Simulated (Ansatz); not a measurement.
# CCSD(T)/def2-SVP run of C2H4Br2 (1,2-dibromoethane)

What is the vertical singlet–triplet gap of C2H4Br2 (1,2-dibromoethane) at CCSD(T)/def2-SVP? 

Program for the calculation: Ansatz 0.2.0.

39 further runs of the same task are left out: 39 set aside as unsound or not needed.

## 1. The system as given

C2H4Br2 has 8 atoms, charge 0, and is taken as a singlet. SMILES: `BrCCBr`. Geometry: relaxed at PBE0-D4/def2-TZVP. This is a higher conformer, about 8 kJ/mol above the lowest found by a separate search.

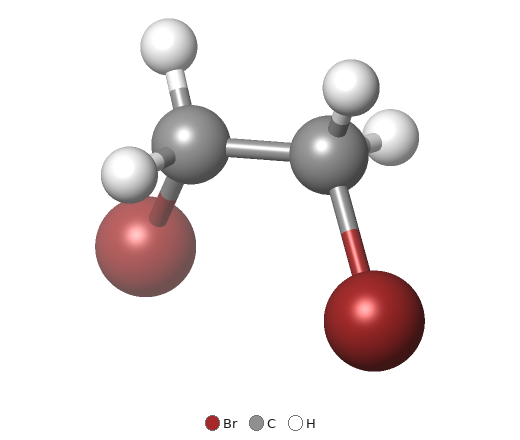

Viewed from a chosen angle; bromine red, carbon grey, hydrogen white.

## 2. A single-point energy at CCSD(T)/def2-SVP

The input, in.yaml:

```yaml
crystal:
  periodic: [false, false, false]
  atoms:
    - {symbol: Br, position_ang: [-2.136900, 0.202700, -0.670800]}
    - {symbol: C, position_ang: [-0.454500, 0.602500, 0.204400]}
    - {symbol: C, position_ang: [0.638500, -0.358800, -0.161400]}
    - {symbol: Br, position_ang: [0.347400, -2.139200, 0.546800]}
    - {symbol: H, position_ang: [-0.182100, 1.607400, -0.119900]}
    - {symbol: H, position_ang: [-0.654000, 0.606100, 1.273700]}
    - {symbol: H, position_ang: [0.743700, -0.466600, -1.238600]}
    - {symbol: H, position_ang: [1.582700, -0.019600, 0.265800]}
basis:
  gaussian: {orbitals: def2-SVP}
correlation: {method: ccsd_t, frozen_orbitals: {Br: 9, C: 1, H: 0}}
accuracy: high
scf: {omitted_lower_state_checks: [cluster_reference, increment]}
```

Launch:

```bash
$ ansatz run in.yaml --threads 1 --pin off --max-ram 3480MiB --events-out events.jsonl --progress --plain --runs-dir runs
```

Standard output, cut to the lines that bear on the results:

```text
Warning: RAYON_NUM_THREADS=1 ignored (pool sized by the plan → 1); use --threads N
Functional definition: HF
  name "HF"
[...]
2355 factors; integrals over basis functions are off by at most 8.0e-9 eV
[...]
mean field -142103.46154550 eV, -5222.2058906114 hartree, gradient 1.6e-8 eV, S^2 0.000000; 0 other end points of the search recorded, 0 dependent functions left out
20 core orbitals not correlated: weight in the atoms' cores, before any rotation towards them, 1.000 or more for the frozen orbitals, at most 0.000 for the correlated occupied ones
reference -142103.46154550 eV, -5222.2058906114 hartree; 23, 23 occupied and 69, 69 virtual orbitals, 2355 factors
second order -20.35025481 eV of doubles, -0.00000000 eV of singles
cycle   1  -20.54884096 eV  change   -2.0e-1 eV  update   8.3e-2
[...]
cycle  19  -21.06694531 eV  change   9.7e-11 eV  update   1.9e-9
perturbative correction -0.55255196 eV, -0.0203059101 hartree
Total energy: -142125.08104277 eV, -5223.0003924820 hartree
Checks for a lower state left out: cluster_reference, increment
```

Run time: 67 s. Hardware: 1 thread of Intel Xeon Platinum 8259CL at 2.50GHz (Skylake/Cascade Lake), shared host; peak memory 0.88 GiB.

## 3. The triplet at the same level

The input, molecule.yaml:

```yaml
crystal:
  periodic: [false, false, false]
  atoms:
    - symbol: Br
      position_ang: [-2.136900, 0.202700, -0.670800]
    - symbol: C
      position_ang: [-0.454500, 0.602500, 0.204400]
    - symbol: C
      position_ang: [0.638500, -0.358800, -0.161400]
    - symbol: Br
      position_ang: [0.347400, -2.139200, 0.546800]
    - symbol: H
      position_ang: [-0.182100, 1.607400, -0.119900]
    - symbol: H
      position_ang: [-0.654000, 0.606100, 1.273700]
    - symbol: H
      position_ang: [0.743700, -0.466600, -1.238600]
    - symbol: H
      position_ang: [1.582700, -0.019600, 0.265800]
basis:
  gaussian:
    orbitals: def2-SVP
accuracy: high
magnetization:
  spin_polarized: true
  initial_magnetization: 2
correlation:
  method: ccsd_t
  frozen_orbitals: {Br: 9, C: 1, H: 0}
scf:
  omitted_lower_state_checks: [cluster_reference, increment]
```

Launch:

```bash
$ ansatz run molecule.yaml --threads 1 --pin off --max-ram 3480MiB --events-out events.jsonl --progress --plain --runs-dir runs
```

Standard output:

```text
Warning: RAYON_NUM_THREADS=1 ignored (pool sized by the plan → 1); use --threads N
[... 19 lines left out ...]
20 core orbitals not correlated: weight in the atoms' cores, before any rotation towards them, 1.000 or more for the frozen orbitals, at most 0.000 for the correlated occupied ones
[... 40 lines left out ...]
Total energy: -142119.05788606 eV, -5222.7790455554 hartree
Checks for a lower state left out: cluster_reference, increment
```

Wall time 7.4 min (1 thread of Intel Xeon Platinum 8259CL at 2.50GHz (Skylake/Cascade Lake), shared host); peak memory 2.1 GiB.

## 4. Summary of results

At CCSD(T)/def2-SVP, 20 core orbitals frozen:

| quantity | value |
| --- | --- |
| singlet: total energy | -5223.00039 Eh |
| singlet: correlation energy (20 core orbitals frozen) | -794.5 mEh |
| singlet: (T) correction | -20.31 mEh |
| singlet: T1 diagnostic | 0.007 |
| triplet: total energy | -5222.77905 Eh |
| triplet: correlation energy (20 core orbitals frozen) | -779.6 mEh |
| triplet: (T) correction | -19.54 mEh |
| triplet: ⟨S²⟩ of the reference determinant | 2.016 |
| triplet: T1 diagnostic | 0.011 |
| vertical energy of the triplet above the singlet | 6.023 eV |

What this shows: At this shape the triplet lies 6.02 eV (139 kcal/mol) above the singlet. The triples (singlet) make up 2.6 % of the correlation energy. The triples (triplet) make up 2.5 % of the correlation energy.
